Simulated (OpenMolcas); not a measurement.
# BH2Cl (SMILES BCl), step by step

Aim: a series of 13 runs (HF/ANO-XS-MB, CASSCF(12,10)/ANO-XS-VDZ, MC-PDFT[trevPBE](12,10)/ANO-XS-VDZ, CASPT2[IPEA 0.15](12,10)/ANO-XS-VDZ, PC-NEVPT2(12,10)/ANO-XS-VDZ, CASPT2(12,10)/ANO-XS-VDZ, RASSCF(12,12)/ANO-XS-VDZ, CASPT2[IPEA 0](11,10)/ANO-XS-VDZ, and more) of BClH2. 

Program for the calculation: OpenMolcas 26.06.

1 further run of the same task is left out (set aside as unsound or not needed).

## (1) The structure to begin with

BH2Cl: 4 atoms, total charge 0, spin state singlet. As SMILES, `BCl`. The shape is that of a PBE0-D4/def2-TZVP optimisation.

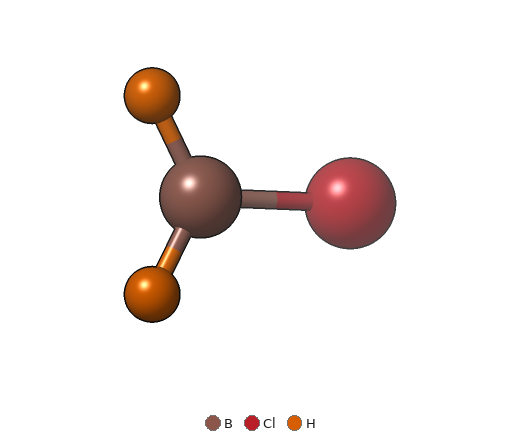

The structure, seen from a chosen angle (boron brown, chlorine red, hydrogen orange).

## (2) The energy at HF/ANO-XS-MB (DKH2) (run 1)

The input, step1.inp:

```
* BClH2 Hartree-Fock
>>> EXPORT MOLCAS_PRINT=2

&GATEWAY
  COORD
  4
  angstrom
  B       -0.116700       0.021700      -0.075300
  Cl       1.365000      -0.395300       0.721200
  H       -1.106200      -0.559500       0.240400
  H       -0.086600       0.872800      -0.906600
  BASIS
  ANO-XS-MB
  GROUP
  NoSym

&SEWARD
  RELATIVISTIC
  R02E00

&SCF
  PRORBITALS
  1 1
```

Command:

```bash
export MOLCAS_MEM=1860
pymolcas step1.inp > step1.log
```

The program printed:

```text
--- Start Module: gateway ---
[...]
--- Stop Module: gateway /rc=_RC_ALL_IS_WELL_ ---
--- Start Module: seward ---
[...]
      Basis functions           16
--- Stop Module: seward /rc=_RC_ALL_IS_WELL_ ---
[...]
--- Start Module: scf ---
[...]
       Convergence after   8 Iterations
[...]
::    Total SCF energy                               -486.6071606497
[...]
      Total spin, S                                     0.0000000000
[...]
      Total electronic charge=   24.000000
      Total            charge=   -0.000000
[...]
      Dipole Moment (debye):
      Origin of the operator (angstrom)=    0.9427   -0.2765    0.4942
                   X= -7.7469E-01               Y=  2.1800E-01               Z= -4.1643E-01           Total=  9.0613E-01
      Quadrupole Moment (debye*angstrom):
[...]
--- Stop Module: scf /rc=_RC_ALL_IS_WELL_ ---
[...]
```

Run time: 2.3 s. Hardware: 1 thread of AMD EPYC 7R43 (Zen 3), shared host; peak memory 0.37 GiB.

## (3) The vertical excitations at CASSCF(12,10)/ANO-XS-VDZ (DKH2, 5 states averaged) (run 2)

The input, step2.inp:

```
&GATEWAY
 Coord
 4
 angstrom
 B       -0.116700       0.021700      -0.075300
 Cl       1.365000      -0.395300       0.721200
 H       -1.106200      -0.559500       0.240400
 H       -0.086600       0.872800      -0.906600
 Basis = ANO-XS-MB
 Group = NoSym

&SEWARD
 Relativistic = R02E00

&RASSCF
 FileOrb = $CurrDir/step1.ScfOrb
 Spin = 1
 Nactel = 12 0 0
 Inactive = 6
 Ras2 = 10
 CIRoot = 5 5 1
 OrbListing = Nothing
>>> COPY $Project.RunFile RUNFIL1
>>> COPY $Project.RasOrb INPORB

&GATEWAY
 Coord
 4
 angstrom
 B       -0.116700       0.021700      -0.075300
 Cl       1.365000      -0.395300       0.721200
 H       -1.106200      -0.559500       0.240400
 H       -0.086600       0.872800      -0.906600
 Basis = ANO-XS-VDZ
 Group = NoSym

&SEWARD
 Relativistic = R02E00
>>> COPY $Project.RunFile RUNFIL2

&EXPBAS

&RASSCF
 FileOrb = $Project.ExpOrb
 Spin = 1
 Nactel = 12 0 0
 Inactive = 6
 Ras2 = 10
 CIRoot = 5 5 1
 OrbListing = Few
```

Command:

```bash
export MOLCAS_MEM=1860
pymolcas step2.inp > step2.log
```

The program printed:

```text
--- Start Module: gateway ---
[...]
--- Stop Module: gateway /rc=_RC_ALL_IS_WELL_ ---
[...]
      Basis functions           16
[...]
      Number of active orbitals                 10
[...]
      Spin quantum number                      0.0
[...]
      Active orbitals                           10
[...]
      Number of CSFs                         13860
[...]
      Number of root(s) required                 5
[...]
      Convergence after  5 iterations
[...]
      printout of CI-coefficients larger than  0.05 for root  1
      energy=    -486.659263
      conf/sym  1111111111     Coeff  Weight
             1  2222220000   0.95106 0.90451
            16  2222u2d000   0.22056 0.04865
            58  222u220d00  -0.08264 0.00683
            64  222u2200d0  -0.06024 0.00363
           816  2022222000  -0.05118 0.00262
           966  222uu2dd00   0.05214 0.00272
[...]
      Natural orbitals and occupation numbers for root  1
      sym 1:   1.999332   1.981497   1.998051   1.977179   1.980564   1.980175   0.025370   0.024209   0.017392   0.016231
      Natural orbitals and occupation numbers for root  2
      sym 1:   1.999374   1.980818   1.965883   1.964130   1.994394   1.016741   1.005164   0.034655   0.020753   0.018087
      Natural orbitals and occupation numbers for root  3
      sym 1:   1.997362   1.962441   1.998366   1.009126   1.995168   1.968574   1.002035   0.037097   0.009629   0.020201
[...]
::    RASSCF root number  1 Total energy:   -486.65926315
::    RASSCF root number  2 Total energy:   -486.48345052
[...]
      Basis functions           26
[...]
--- Start Module: expbas ---
[...]
--- Stop Module: expbas /rc=_RC_ALL_IS_WELL_ ---
--- Start Module: rasscf ---
[...]
      Convergence after 12 iterations
[...]
      Natural orbitals and occupation numbers for root  2
      sym 1:   1.999365   1.978213   1.963827   1.962737   1.994485   1.017179   1.005135   0.036404   0.022631   0.020024
      Natural orbitals and occupation numbers for root  3
      sym 1:   1.998230   1.975592   1.997317   1.954215   1.338496   1.976706   0.665923   0.051041   0.022197   0.020284
      Natural orbitals and occupation numbers for root  4
      sym 1:   1.997150   1.962370   1.998266   1.009061   1.995383   1.965269   1.002599   0.037279   0.009877   0.022744
      Natural orbitals and occupation numbers for root  5
      sym 1:   1.999176   1.975015   1.044450   1.953899   1.979684   1.941196   1.019529   0.042063   0.028401   0.016587
      ************************************************************************************************************************
      *                                                    Final results                                                     *
[...]
::    RASSCF root number  2 Total energy:   -486.58660566
::    RASSCF root number  3 Total energy:   -486.49672278
::    RASSCF root number  4 Total energy:   -486.49202532
::    RASSCF root number  5 Total energy:   -486.46878078
[...]
      Total electronic charge=   24.000000
      Total            charge=   -0.000000
[...]
      Dipole Moment (debye):
      Origin of the operator (angstrom)=    0.9427   -0.2765    0.4942
                   X=  4.8832E-01               Y= -1.3697E-01               Z=  2.6209E-01           Total=  5.7089E-01
      Quadrupole Moment (debye*angstrom):
[...]
--- Stop Module: rasscf /rc=_RC_ALL_IS_WELL_ ---
[...]
```

Run time: 33 s. Hardware: 1 thread of AMD EPYC 7R43 (Zen 3), shared host; peak memory 0.37 GiB.

The roots found:

```
excited state  energy (eV)
            1        5.242
            2        7.688
            3        7.816
            4        8.448
```

Runs 3 to 5 aren't shown in full; the table further down has their settings and results.

## (4) The excited states at CASPT2(12,10)/ANO-XS-VDZ (DKH2, ipea shift 0.25 Eh, pt2 variant XDW, 5 states averaged, weight exponent 1) (run 6)

The input, step6.inp:

```
&GATEWAY
  Coord
  4
  angstrom
  B       -0.116700       0.021700      -0.075300
  Cl       1.365000      -0.395300       0.721200
  H       -1.106200      -0.559500       0.240400
  H       -0.086600       0.872800      -0.906600
  Basis
  ANO-XS-VDZ
  Group
  NoSym

&SEWARD
  Relativistic
  R02E00

&RASSCF
  FileOrb
  $CurrDir/step2.RasOrb
  Spin
  1
  Nactel
  12 0 0
  Inactive
  6
  Ras2
  10
  CIRoot
  5 5 1
  OrbListing
  Few

&CASPT2
  XMultistate
  all
  DWMS
  1
  DWType
  2
  Imaginary
  0.3

&RASSI
  NrOfJobIphs
  1 all
  IphNames
  JOBMIX
  EJob
```

Command:

```bash
export MOLCAS_MEM=1860
pymolcas step6.inp > step6.log
```

The program printed:

```text
--- Start Module: gateway ---
[...]
--- Stop Module: gateway /rc=_RC_ALL_IS_WELL_ ---
[...]
      Basis functions           26
[...]
      Number of active orbitals                 10
[...]
      Spin quantum number                      0.0
[...]
      Active orbitals                           10
[...]
      Number of CSFs                         13860
[...]
      Number of root(s) required                 5
[...]
      Convergence after  6 iterations
[...]
      printout of CI-coefficients larger than  0.05 for root  1
      energy=    -486.779247
      conf/sym  1111111111     Coeff  Weight
             1  2222220000  -0.95507 0.91215
            15  2222200002   0.05220 0.00273
            16  2222u2d000  -0.20185 0.04074
            58  222u220d00   0.07680 0.00590
            64  222u2200d0   0.06229 0.00388
           160  2u222d0u0d   0.05265 0.00277
[...]
      Natural orbitals and occupation numbers for root  1
      sym 1:   1.999430   1.980346   1.997939   1.976049   1.983966   1.978522   0.021146   0.025523   0.018977   0.018102
      Natural orbitals and occupation numbers for root  2
      sym 1:   1.999365   1.978214   1.963828   1.962738   1.994485   1.017179   1.005134   0.036404   0.022629   0.020024
      Natural orbitals and occupation numbers for root  3
      sym 1:   1.998230   1.975593   1.997317   1.954218   1.338504   1.976707   0.665915   0.051038   0.022195   0.020283
      Natural orbitals and occupation numbers for root  4
      sym 1:   1.997150   1.962371   1.998266   1.009061   1.995384   1.965271   1.002600   0.037279   0.009876   0.022743
      Natural orbitals and occupation numbers for root  5
      sym 1:   1.999176   1.975016   1.044449   1.953900   1.979686   1.941198   1.019528   0.042062   0.028399   0.016587
      ************************************************************************************************************************
      *                                                    Final results                                                     *
[...]
::    RASSCF root number  1 Total energy:   -486.77924728
::    RASSCF root number  2 Total energy:   -486.58660637
[...]
      Total electronic charge=   24.000000
      Total            charge=   -0.000000
[...]
      Dipole Moment (debye):
      Origin of the operator (angstrom)=    0.9427   -0.2765    0.4942
                   X=  4.8829E-01               Y= -1.3696E-01               Z=  2.6207E-01           Total=  5.7085E-01
      Quadrupole Moment (debye*angstrom):
[...]
--- Start Module: caspt2 ---
[...]
--- Stop Module: caspt2 /rc=_RC_ALL_IS_WELL_ ---
[...]
--- Start Module: rassi ---
[...]
::    RASSI State    2     Total energy:    -486.64021035141820
::    RASSI State    3     Total energy:    -486.54968805732256
::    RASSI State    4     Total energy:    -486.54431464492200
::    RASSI State    5     Total energy:    -486.52522767583059
[...]
  SPIN-FREE ENERGIES:
  (Shifted by EMIN (a.u.) =       -486.8291622307)
 SF State       Relative EMIN(au)   Rel lowest level(eV)    D:o, cm**(-1)
     1             0.0000000000        0.0000000000              0.0000
     2             0.1889518792        5.1416425682          41470.1440
     3             0.2794741733        7.6048796767          61337.4912
     4             0.2848475857        7.7510976770          62516.8189
     5             0.3039345548        8.2704805652          66705.9244
[...]
--- Stop Module: rassi /rc=_RC_ALL_IS_WELL_ ---
[...]
```

It took 50 s on 1 thread of AMD EPYC 7R43 (Zen 3), shared host; peak memory 0.37 GiB.

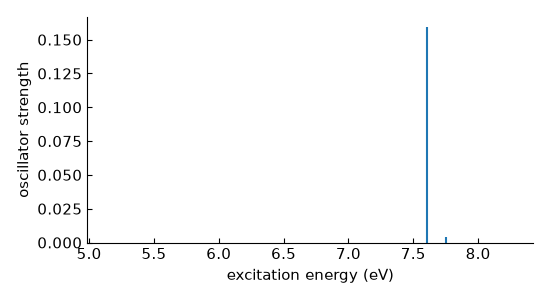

Vertical excitations as sticks.

The roots found:

```
excited state  energy (eV)  strength
            1        5.142    0.0000
            2        7.605    0.1592
            3        7.751    0.0045
            4        8.270    0.0000
```

Runs 7 to 12 aren't shown in full; the table further down has their settings and results.

## (5) The vertical excitations at CASSCF(12,10)/ANO-XS-VDZ (DKH2, 5 states averaged) (run 13)

The input, step13.inp:

```
&GATEWAY
COORD
4
angstrom
B       -0.116700       0.021700      -0.075300
Cl       1.365000      -0.395300       0.721200
H       -1.106200      -0.559500       0.240400
H       -0.086600       0.872800      -0.906600
BASIS=ANO-XS-VDZ
GROUP=NoSym
&SEWARD
RELATIVISTIC=R02E00
&RASSCF
FILEORB=$CurrDir/step2.RasOrb
SPIN=1
NACTEL=12 0 0
INACTIVE=6
RAS2=10
CIROOT=5 5 1
ORBLISTING=Few
&RASSI
NROFJOBIPHS=1 all
```

Command:

```bash
export MOLCAS_MEM=1860
pymolcas step13.inp > step13.log
```

The program printed:

```text
--- Start Module: gateway ---
[...]
--- Stop Module: gateway /rc=_RC_ALL_IS_WELL_ ---
[...]
      Basis functions           26
[...]
--- Start Module: rasscf ---
[...]
      Number of active orbitals                 10
[...]
      Spin quantum number                      0.0
[...]
      Active orbitals                           10
[...]
      Number of CSFs                         13860
[...]
      Number of root(s) required                 5
[...]
      Convergence after  6 iterations
[...]
      printout of CI-coefficients larger than  0.05 for root  1
      energy=    -486.779247
      conf/sym  1111111111     Coeff  Weight
             1  2222220000  -0.95507 0.91215
            15  2222200002   0.05220 0.00273
            16  2222u2d000  -0.20185 0.04074
            58  222u220d00   0.07680 0.00590
            64  222u2200d0   0.06229 0.00388
           160  2u222d0u0d   0.05265 0.00277
[...]
      Natural orbitals and occupation numbers for root  1
      sym 1:   1.999430   1.980346   1.997939   1.976049   1.983966   1.978522   0.021146   0.025523   0.018977   0.018102
      Natural orbitals and occupation numbers for root  2
      sym 1:   1.999365   1.978214   1.963828   1.962738   1.994485   1.017179   1.005134   0.036404   0.022629   0.020024
      Natural orbitals and occupation numbers for root  3
      sym 1:   1.998230   1.975593   1.997317   1.954218   1.338504   1.976707   0.665915   0.051038   0.022195   0.020283
      Natural orbitals and occupation numbers for root  4
      sym 1:   1.997150   1.962371   1.998266   1.009061   1.995384   1.965271   1.002600   0.037279   0.009876   0.022743
      Natural orbitals and occupation numbers for root  5
      sym 1:   1.999176   1.975016   1.044449   1.953900   1.979686   1.941198   1.019528   0.042062   0.028399   0.016587
      ************************************************************************************************************************
      *                                                    Final results                                                     *
[...]
::    RASSCF root number  1 Total energy:   -486.77924728
::    RASSCF root number  2 Total energy:   -486.58660637
[...]
      Total electronic charge=   24.000000
      Total            charge=   -0.000000
[...]
      Dipole Moment (debye):
      Origin of the operator (angstrom)=    0.9427   -0.2765    0.4942
                   X=  4.8829E-01               Y= -1.3696E-01               Z=  2.6207E-01           Total=  5.7085E-01
      Quadrupole Moment (debye*angstrom):
[...]
--- Stop Module: rasscf /rc=_RC_ALL_IS_WELL_ ---
[...]
--- Start Module: rassi ---
[...]
::    RASSI State    2     Total energy:    -486.58660636549854
::    RASSI State    3     Total energy:    -486.49672354093235
::    RASSI State    4     Total energy:    -486.49202471928726
::    RASSI State    5     Total energy:    -486.46878048513418
[...]
  SPIN-FREE ENERGIES:
  (Shifted by EMIN (a.u.) =       -486.7792472800)
 SF State       Relative EMIN(au)   Rel lowest level(eV)    D:o, cm**(-1)
     1             0.0000000000        0.0000000000              0.0000
     2             0.1926409145        5.2420263301          42279.7937
     3             0.2825237390        7.6878625863          62006.7935
     4             0.2872225607        7.8157240370          63038.0656
     5             0.3104667948        8.4482318705          68139.5853
[...]
--- Stop Module: rassi /rc=_RC_ALL_IS_WELL_ ---
[...]
```

It took 34 s on 1 thread of AMD EPYC 7R43 (Zen 3), shared host; peak memory 0.37 GiB.

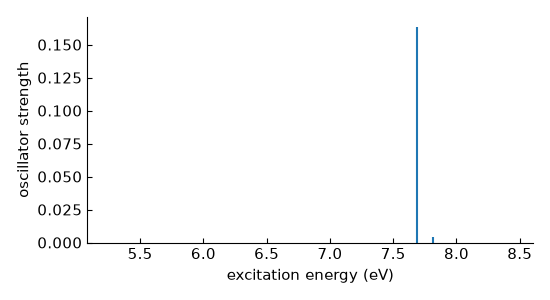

Vertical excitations as sticks.

The roots found:

```
excited state  energy (eV)  strength
            1        5.242    0.0000
            2        7.688    0.1632
            3        7.816    0.0045
            4        8.448    0.0000
```

## (6) All runs side by side

```
run                                                                                                                     level  start basis        task  partner  energy (Eh)  dipole moment (D) of the reference  wall time
  1                                                                                                       HF/ANO-XS-MB (DKH2)            –      energy     base  -486.607161                                0.91      2.3 s
  2                                                                        CASSCF(12,10)/ANO-XS-VDZ (DKH2, 5 states averaged)    ANO-XS-MB     excited     base  -486.779248                                0.71       33 s
  3                                                              MC-PDFT[trevPBE](12,10)/ANO-XS-VDZ (DKH2, 5 states averaged)            –     excited     base  -487.542643                                   –       24 s
  4  CASPT2[IPEA 0.15](12,10)/ANO-XS-VDZ (DKH2, casscf thresholds set, ipea shift 0.15 Eh, pt2 variant SS, 5 states averaged)            –     excited     base  -486.829553                                0.71       34 s
  5                                           PC-NEVPT2(12,10)/ANO-XS-VDZ (DKH2, pt2 variant QD-PC-NEVPT2, 5 states averaged)            –     excited  triplet  -486.640935                                1.16    1.8 min
  6                CASPT2(12,10)/ANO-XS-VDZ (DKH2, ipea shift 0.25 Eh, pt2 variant XDW, 5 states averaged, weight exponent 1)            –     excited     base  -486.829162                                0.71       50 s
  7                                                                                           CASSCF(12,10)/ANO-XS-VDZ (DKH2)            –    optimise     base  -486.789291                                1.22       41 s
  8             CASPT2(12,10)/ANO-XS-VDZ (DKH2, ipea shift 0.25 Eh, pt2 variant SS, 5 states averaged, second multiplicity 3)            –  spin-orbit     base  -486.829480                                   –       56 s
  9                                                                        RASSCF(12,12)/ANO-XS-VDZ (DKH2, 5 states averaged)            –     excited     base  -486.794656                                0.93       84 s
 10                                                                CASSCF(12,10)/ANO-XS-VDZ (DKH2, root 2, 5 states averaged)            –    gradient     base  -486.586606                                   –       23 s
 11                               CASPT2[IPEA 0](11,10)/ANO-XS-VDZ (DKH2, ipea shift 0 Eh, pt2 variant SS, 5 states averaged)            –     excited   cation  -486.426790                                   –       43 s
 12                                                                MC-PDFT[tBLYP](12,10)/ANO-XS-VDZ (DKH2, 5 states averaged)            –     excited     base  -487.610146                                0.71       22 s
 13                                                                        CASSCF(12,10)/ANO-XS-VDZ (DKH2, 5 states averaged)            –     excited     base  -486.779247                                0.71       34 s
```

## (7) Summary of results

| quantity | value |
| --- | --- |
| run 13, CASSCF(12,10)/ANO-XS-VDZ: energy of the lowest of 5 roots | -486.77925 Eh |
| run 13, CASSCF(12,10)/ANO-XS-VDZ: dipole moment (CASSCF density) | 0.71 D |
| run 13, CASSCF(12,10)/ANO-XS-VDZ: lowest excitation energy within this active space | 5.24 eV |

In run 1 the basis is minimal, so the values are rough. All runs together took 9.2 min, the longest 1.8 min.
